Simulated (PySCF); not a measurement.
# CH5BBrN (SMILES CNBBr) at 6 levels

Aim: a comparison of 6 runs (HF/STO-3G, HF/def2-SVP, HF/def2-SVPD, B3LYP/6-31G*, PBE0/def2-SVP) of CH5BBrN. 

The results are computed with PySCF 2.14.0.

1 further run of the same task is left out (set aside as unsound or not needed).

## Step 1: The molecule

CH5BBrN: 9 atoms, total charge 0, spin state singlet. As SMILES, `CNBBr`. Geometry: relaxed at PBE0-D4/def2-TZVP. This is one conformer, not always the lowest.

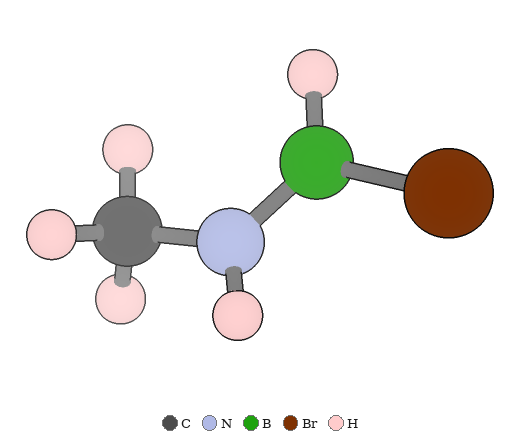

Viewed from a chosen angle; carbon dark grey, nitrogen light blue, boron green, bromine brown, hydrogen pink.

## Step 2: Energy and forces at HF/STO-3G (run 1)

job.py

```python
import pyscf.grad
from pyscf import gto

molecule = gto.M(
    atom='''
C     -0.296687     2.260490    -0.068030
N     -0.730379    -0.416118     0.262672
B      1.013082    -2.306033    -0.151934
Br     0.056125    -5.789554     0.402512
H     -0.568052     3.290202     1.703210
H     -1.571118     3.059089    -1.485514
H      1.640282     2.559445    -0.699010
H     -2.483856    -0.879668     0.850188
H      3.107655    -1.865538    -0.846219
''',
    verbose=4,
    basis='sto-3g',
    unit='bohr',
    max_memory=1860,
)

mf = molecule.RHF()
mf.conv_tol = 1e-10
mf.kernel()
if not mf.converged:
    mf = mf.newton().run(mf.mo_coeff, mf.mo_occ)

etot = mf.e_tot
print('Final energy', etot)
grad = mf.Gradients().kernel()
mf.analyze()
```

The run is started by

```console
$ OMP_NUM_THREADS=1 python job.py
```

Log:

```text
PySCF version 2.14.0

[... 64 lines left out ...]
Final energy -2663.183978284486
[... 15 lines left out ...]
Two-electron Energy =                 1267.451471352657336
[... 5 lines left out ...]
MO #2   energy= -63.1603305475886  occ= 2
[... 3 lines left out ...]
MO #6   energy= -15.3642736703053  occ= 2
[... 3 lines left out ...]
MO #10  energy= -6.85842650379044  occ= 2
[... 3 lines left out ...]
MO #14  energy= -2.21146564116271  occ= 2
[... 3 lines left out ...]
MO #18  energy= -1.1601625812002   occ= 2
[... 3 lines left out ...]
MO #22  energy= -0.587295967405232 occ= 2
[... 3 lines left out ...]
MO #26  energy= -0.385510129682024 occ= 2
[... 3 lines left out ...]
MO #30  energy= 0.308944440114036  occ= 0
[... 3 lines left out ...]
MO #34  energy= 0.681501230503255  occ= 0
[... 3 lines left out ...]
MO #38  energy= 0.915333520640347  occ= 0
[... 11 lines left out ...]
pop of  1 N 2pz           1.60528
pop of  2 B 1s            1.99952
pop of  2 B 2s            0.89538
pop of  2 B 2px           0.82514
pop of  2 B 2py           0.71656
pop of  2 B 2pz           0.45795
pop of  3 Br 1s           2.00000
pop of  3 Br 2s           1.99997
pop of  3 Br 3s           1.99938
pop of  3 Br 4s           1.91329
pop of  3 Br 2px          2.00000
pop of  3 Br 2py          2.00000
pop of  3 Br 2pz          2.00000
pop of  3 Br 3px          1.99992
pop of  3 Br 3py          1.99934
pop of  3 Br 3pz          1.99992
pop of  3 Br 4px          1.92512
pop of  3 Br 4py          1.38157
pop of  3 Br 4pz          1.90470
pop of  3 Br 3dxy         1.99974
pop of  3 Br 3dyz         1.99985
pop of  3 Br 3dz^2        1.99977
pop of  3 Br 3dxz         1.99999
pop of  3 Br 3dx2-y2      1.99942
pop of  4 H 1s            0.96114
pop of  5 H 1s            0.96115
pop of  6 H 1s            0.94914
pop of  7 H 1s            0.85883
pop of  8 H 1s            1.05715
 ** Mulliken atomic charges  **
charge of    0C =     -0.01449
charge of    1N =     -0.18156
charge of    2B =      0.10544
charge of    3Br =     -0.12198
charge of    4H =      0.03886
charge of    5H =      0.03885
charge of    6H =      0.05086
charge of    7H =      0.14117
charge of    8H =     -0.05715
Dipole moment(X, Y, Z, Debye): -0.82877,  2.91288,  0.05129
```

Wall time 5.1 s (1 thread of Intel Xeon at 2.70GHz, shared host); peak memory 0.12 GiB.

## Step 3: Energy and forces at HF/def2-SVP (run 2)

start.xyz

```xyz
9
CH5BBrN
C     -0.157000     1.196200    -0.036000
N     -0.386500    -0.220200     0.139000
B      0.536100    -1.220300    -0.080400
Br     0.029700    -3.063700     0.213000
H     -0.300600     1.741100     0.901300
H     -0.831400     1.618800    -0.786100
H      0.868000     1.354400    -0.369900
H     -1.314400    -0.465500     0.449900
H      1.644500    -0.987200    -0.447800
```

run.py

```python
# CNBBr
from pyscf import gto

mol = gto.Mole()
mol.atom = 'start.xyz'
mol.verbose = 4
mol.basis = 'def2-svp'
mol.max_memory = 1860
mol.spin = 0
mol.build()

mf = mol.RHF()
mf.conv_tol = 1e-10
mf.kernel()
if not mf.converged:
    mf = mf.newton().run(mf.mo_coeff, mf.mo_occ)

e_tot = mf.e_tot
print(f'total energy: {e_tot:.8f} hartree')
grad = mf.nuc_grad_method().kernel()
mf.analyze()
```

The run is started by

```console
$ OMP_NUM_THREADS=1 python run.py
```

Log:

```text
PySCF version 2.14.0

[... 83 lines left out ...]
Two-electron Coulomb Energy =         1366.761353464696185
[... 11 lines left out ...]
MO #9   energy= -7.64845655997449  occ= 2
[... 9 lines left out ...]
MO #19  energy= -1.00200044409905  occ= 2
[... 9 lines left out ...]
MO #29  energy= -0.388724249542758 occ= 2
[... 9 lines left out ...]
MO #39  energy= 0.382787899224881  occ= 0
[... 9 lines left out ...]
MO #49  energy= 0.765580571978096  occ= 0
[... 9 lines left out ...]
MO #59  energy= 1.03152233703108   occ= 0
[... 9 lines left out ...]
MO #69  energy= 1.6358114120492    occ= 0
[... 9 lines left out ...]
MO #79  energy= 2.20823048057375   occ= 0
[... 9 lines left out ...]
MO #89  energy= 3.04405521399825   occ= 0
[... 9 lines left out ...]
MO #99  energy= 4.18205365071688   occ= 0
[... 72 lines left out ...]
pop of  3 Br 5dyz         0.00003
pop of  3 Br 5dz^2        0.00002
pop of  3 Br 5dxz         0.00001
pop of  3 Br 5dx2-y2      0.00008
pop of  4 H 1s            0.90744
pop of  4 H 2s            0.00864
pop of  4 H 2px           0.00007
pop of  4 H 2py           0.00059
pop of  4 H 2pz           0.00139
pop of  5 H 1s            0.90746
pop of  5 H 2s            0.00864
pop of  5 H 2px           0.00074
pop of  5 H 2py           0.00040
pop of  5 H 2pz           0.00092
pop of  6 H 1s            0.89489
pop of  6 H 2s            0.00867
pop of  6 H 2px           0.00167
pop of  6 H 2py           0.00016
pop of  6 H 2pz           0.00025
pop of  7 H 1s            0.76287
pop of  7 H 2s            0.01268
pop of  7 H 2px           0.00186
pop of  7 H 2py           0.00023
pop of  7 H 2pz           0.00134
pop of  8 H 1s            1.01492
pop of  8 H 2s            0.00556
pop of  8 H 2px           0.00237
pop of  8 H 2py           0.00034
pop of  8 H 2pz           0.00027
 ** Mulliken atomic charges  **
charge of    0C =     -0.10437
charge of    1N =     -0.32910
charge of    2B =      0.15807
charge of    3Br =     -0.18023
charge of    4H =      0.08186
charge of    5H =      0.08185
charge of    6H =      0.09436
charge of    7H =      0.22102
charge of    8H =     -0.02347
Dipole moment(X, Y, Z, Debye): -0.84348,  3.05030,  0.04596
```

Run time: 18 s. Hardware: 1 thread of Intel Xeon at 2.70GHz, shared host; peak memory 0.21 GiB.

Runs 3 to 5 aren't shown in full; the table further down has their settings and results.

## Step 4: Energy and gradient at PBE0/def2-SVP (run 6)

input.py

```python
# CNBBr
from pyscf import gto, dft

molecule = gto.Mole()
molecule.atom = [
    ('C', (-0.157000, 1.196200, -0.036000)),
    ('N', (-0.386500, -0.220200, 0.139000)),
    ('B', (0.536100, -1.220300, -0.080400)),
    ('Br', (0.029700, -3.063700, 0.213000)),
    ('H', (-0.300600, 1.741100, 0.901300)),
    ('H', (-0.831400, 1.618800, -0.786100)),
    ('H', (0.868000, 1.354400, -0.369900)),
    ('H', (-1.314400, -0.465500, 0.449900)),
    ('H', (1.644500, -0.987200, -0.447800)),
]
molecule.basis = 'def2-svp'
molecule.verbose = 4
molecule.max_memory = 1860
molecule.charge = 0
molecule.build()

myscf = dft.RKS(molecule, xc='pbe0')
myscf.conv_tol = 1e-10
myscf.grids.level = 5
myscf.kernel()
if not myscf.converged:
    myscf = myscf.newton().run(myscf.mo_coeff, myscf.mo_occ)

e_tot = myscf.e_tot
print(f'total energy: {e_tot:.8f} hartree')
grad = myscf.nuc_grad_method().kernel()
dip = myscf.dip_moment()
pop, q = myscf.mulliken_pop()
```

The run is started by

```console
$ OMP_NUM_THREADS=1 python input.py
```

Log:

```text
PySCF version 2.14.0

[... 76 lines left out ...]
converged SCF energy = -2694.1022983439
total energy: -2694.10229834 hartree
[... 12 lines left out ...]
Dipole moment(X, Y, Z, Debye): -1.08059,  2.96496,  0.12707
[... 70 lines left out ...]
pop of  3 Br 5dxy         0.01838
pop of  3 Br 5dyz         0.01806
pop of  3 Br 5dz^2        0.01487
pop of  3 Br 5dxz         0.01215
pop of  3 Br 5dx2-y2      0.02007
pop of  4 H 1s            0.74530
pop of  4 H 2s            0.17952
pop of  4 H 2px           0.00534
pop of  4 H 2py           0.00556
pop of  4 H 2pz           0.01238
pop of  5 H 1s            0.74530
pop of  5 H 2s            0.17950
pop of  5 H 2px           0.00869
pop of  5 H 2py           0.00449
pop of  5 H 2pz           0.01010
pop of  6 H 1s            0.74190
pop of  6 H 2s            0.17814
pop of  6 H 2px           0.01433
pop of  6 H 2py           0.00313
pop of  6 H 2pz           0.00620
pop of  7 H 1s            0.72131
pop of  7 H 2s            0.08640
pop of  7 H 2px           0.02363
pop of  7 H 2py           0.00989
pop of  7 H 2pz           0.01336
pop of  8 H 1s            0.74325
pop of  8 H 2s            0.25459
pop of  8 H 2px           0.01006
pop of  8 H 2py           0.00155
pop of  8 H 2pz           0.00214
 ** Mulliken atomic charges  **
charge of    0C =      0.04400
charge of    1N =     -0.14706
charge of    2B =     -0.00064
charge of    3Br =     -0.19025
charge of    4H =      0.05190
charge of    5H =      0.05193
charge of    6H =      0.05630
charge of    7H =      0.14541
charge of    8H =     -0.01159
```

It took 82 s on 1 thread of Intel Xeon at 2.70GHz, shared host; peak memory 0.98 GiB.

## Step 5: All runs side by side

```csv
run,level,integration grid,Cartesian functions,energy (Eh),dipole moment (D),HOMO energy (eV),LUMO energy (eV),wall time
1,HF/STO-3G,–,no,-2663.183978,3.03,-8.10,8.41,5.1 s
2,HF/def2-SVP,–,no,-2692.005998,3.17,-10.58,3.95,18 s
3,HF/def2-SVPD,–,no,-2692.014888,3.11,-10.69,2.04,49 s
4,B3LYP/6-31G* (spherical functions),5,no,-2694.668779,3.28,-7.25,0.30,53 s
5,B3LYP/6-31G* (Cartesian functions),5,yes,-2694.679508,3.28,-7.25,0.30,57 s
6,PBE0/def2-SVP,5,no,-2694.102298,3.16,-7.55,0.33,82 s
```

## Step 6: Results

| quantity | value |
| --- | --- |
| run 6: total energy | -2694.10230 Eh |
| run 6: dipole moment | 3.16 D |
| run 6: HOMO energy | -7.55 eV |
| run 6: LUMO energy | 0.33 eV |
| run 6: HOMO–LUMO gap | 7.88 eV |
| run 6: largest force on an atom | 0.407 eV/Å |

**Reading.** The dipole moment (its size) runs from 3.03 D (HF/STO-3G) to 3.28 D (B3LYP/6-31G*). The two ends differ in method and basis. The HOMO–LUMO gap runs from 7.55 eV (B3LYP/6-31G*) to 16.51 eV (HF/STO-3G). Totals of different functionals can't be ranked against each other. In run 1 the basis is minimal, so the values are rough. All runs together took 4.4 min, the longest 82 s.
